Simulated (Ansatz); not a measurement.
CHF2OSi (SMILES O=[C+][SiH](F)F) (charge +1)

```
atom    x (Å)    y (Å)    z (Å)
   C  -2.3769   0.0219   0.0154
   F  -0.8079  -2.1363   0.6093
   F  -0.4450  -0.8767  -1.6971
   O  -3.4070   0.4346   0.0787
  Si  -0.4951  -0.7790  -0.1259
   H   0.3980   0.1698   0.5328
```

Geometry: PBE0-D3(BJ)/def2-SVP.

These are results of isolated molecule in a Gaussian basis; Kohn-Sham density functional theory, functional PBE0 in Ansatz, not measurements.

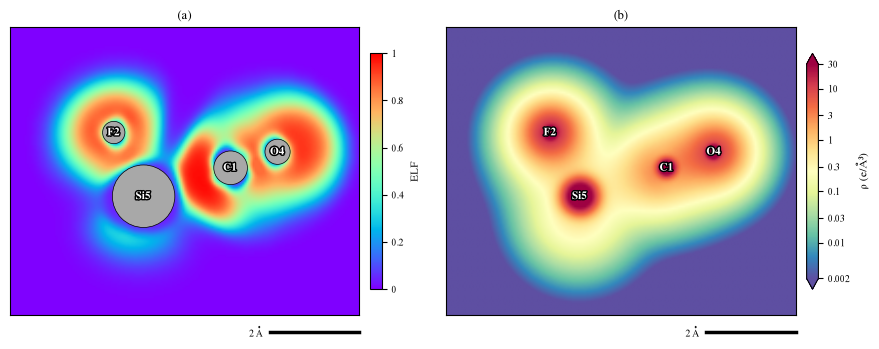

Figure 1. (a) ELF; (b) total electron density on the plane of atoms C1, Si5 and F2. Grey discs cover the atomic cores in the ELF map.

What does the map show?

The section cuts through C, F, O and Si sites. C–O (1.11 Å): the density is about 4.4 e/Å³ at the midpoint; the ELF peaks at about 0.85 between the atoms: a multiple bond. Si–F (1.58 Å): ρ is about 1.3 e/Å³ halfway; the ELF peaks at about 0.85 in the valence shell of F, 0.6 Å from its nucleus, and is about 0.55 at the midpoint. C–Si (2.05 Å): ρ is about 0.63 e/Å³ halfway, with its minimum of 0.49 e/Å³ about 1.3 Å from C; the ELF peaks at about 1 between the atoms (a shared electron pair). The ELF also peaks beside O4 and F2, away from the bonds: lone-pair regions.

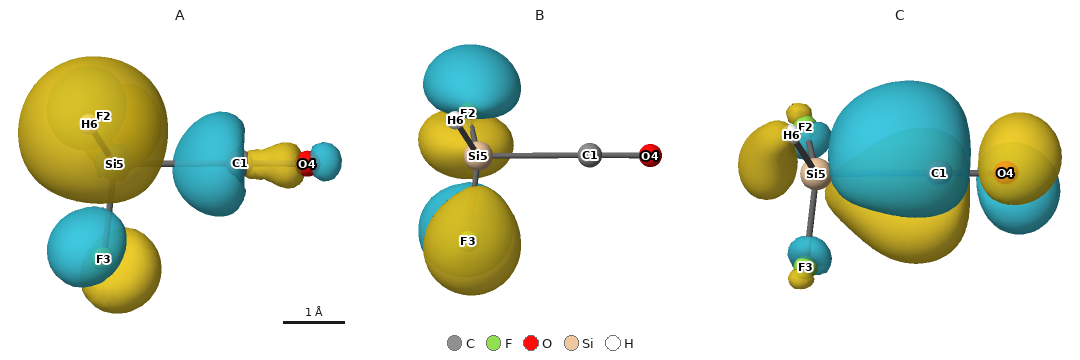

Figure 2. Three frontier orbitals at ±0.1 Å⁻³ᐟ² (yellow and cyan are the two phases), in no order.

Order the three orbitals by energy and name them.

B is the HOMO−1 (−18.64 eV). It lies mainly on F2 (about 45 %) and F3 (about 45 %); largely a combination of lone pairs on F2 and F3. A is the HOMO (−17.65 eV). Its weight (Hirshfeld) is mainly on H6 (about 30 %), Si5 (about 30 %), F2 (about 15 %), F3 (about 15 %) and C1 (about 5 %). C is the LUMO (−8.91 eV). Its weight (Hirshfeld) is mainly on C1 (about 50 %), O4 (about 30 %) and Si5 (about 15 %); π-antibonding (π*) across C1–O4.

What is the HOMO–LUMO gap?

8.74 eV between the orbital energies.

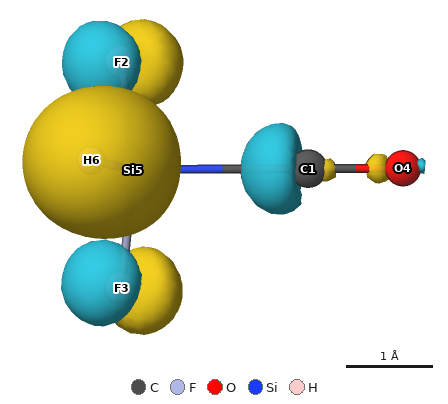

Figure 3. The HOMO at ±0.2 Å⁻³ᐟ² (yellow and cyan are the two phases), seen across its widest extent.

Describe this orbital and give its energy.

By Hirshfeld shares it lies mainly on H6 (about 30 %), Si5 (about 30 %), F2 (about 15 %), F3 (about 15 %) and C1 (about 5 %). Its energy is −17.65 eV.
